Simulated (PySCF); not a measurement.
```xyz
19

C     3.4356    0.7123   -0.2202
O     2.2075    0.0838    0.0009
Al    0.7999   -0.7125    0.3128
C    -0.7523   -0.8925   -1.0057
C    -1.7230   -1.4538   -0.0398
C    -2.2039   -0.4975    0.7577
C    -1.5962    0.8126    0.3838
C    -1.1823    0.5857   -1.0620
H     3.6994    1.3295    0.6417
H     3.3795    1.3460   -1.1084
H     4.2163   -0.0374   -0.3685
H     0.6050   -1.3626    1.6879
H    -0.7462   -1.3836   -1.9793
H    -1.9727   -2.5007    0.0092
H    -2.8927   -0.6133    1.5757
H    -0.6422    0.9292    0.9733
H    -2.2165    1.6880    0.5634
H    -0.3858    1.2635   -1.3842
H    -2.0393    0.7124   -1.7305
```

Geometry: GFN2-xTB.

All numbers below come from PySCF 2.14.0, PBE0/pcSseg-1, SCF density, gas phase, non-relativistic.

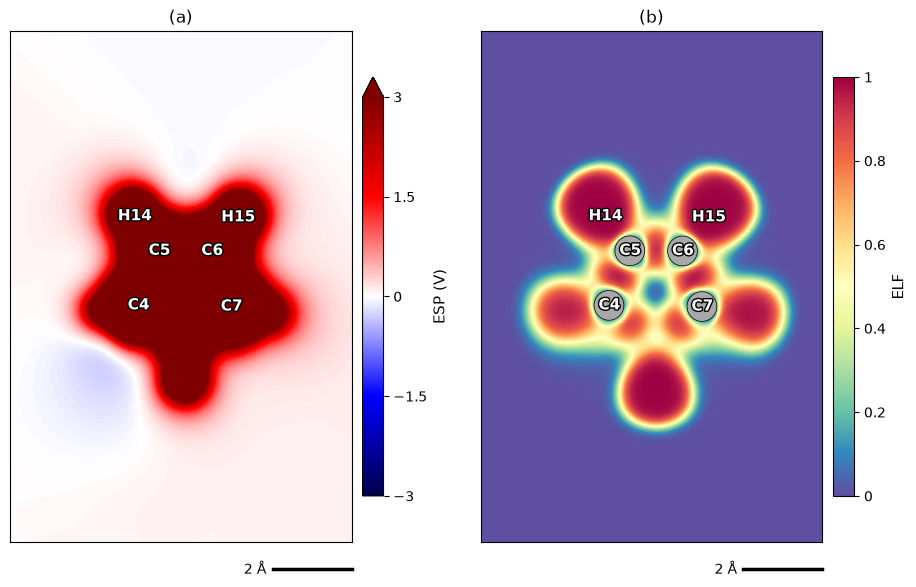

C$_{6}$H$_{11}$AlO. (a) molecular electrostatic potential; (b) ELF on the plane of atoms C4, C5 and C6. Grey discs cover the atomic cores in the ELF map.

Describe what can be read from this map.

Answer. The section cuts through C and H sites.
C–C (1.33 Å): the ELF peaks at about 0.90 between the atoms (a multiple bond).
C–H (1.08 Å): the ELF climbs to about 1 towards the hydrogen, as it does in any bond to H: an ordinary covalent bond to hydrogen.
C–C (1.48 Å): the ELF peaks at about 0.95 between the atoms: localised, covalent bonding.
C–C (1.49 Å): the ELF peaks at about 0.95 between the atoms, as expected for a shared electron pair.
The potential has no marked negative region in this plane.
